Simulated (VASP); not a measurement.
Band structure of Na (bcc). These are TPSS meta-GGA, VASP's PBE PAW potentials (set 64) (plane waves; VASP 6.6.1) values and carry that method's errors.

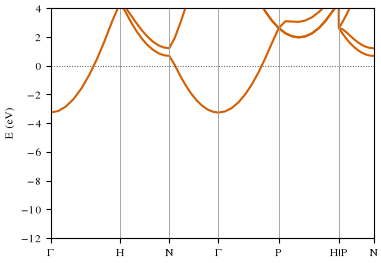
*Bands along high-symmetry lines, zero at the valence-band maximum or, without a gap, the Fermi level*

Question: Read the plot: is there a gap, and where are the band edges?

Answer: It has no gap at this level: it comes out as a metal or semimetal.

The compound is Na in the bcc structure. It was relaxed first.
